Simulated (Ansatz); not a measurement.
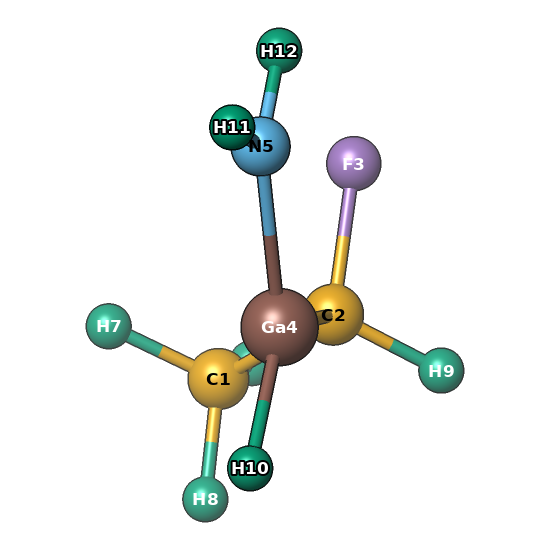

C2 lies behind Ga4. The molecule seen a little off the Ga4–C2 bond, Ga4 in front. Distant atoms are faded towards the background colour. Computed geometry: PBE-D4/def2-SVP optimisation. No frequency run is at hand to confirm it as a minimum.

> What is the torsion angle N5–Ga4–C2–F3? The sign is positive where the front bond must turn clockwise to cover the back bond.

4°, synperiplanar (eclipsed).
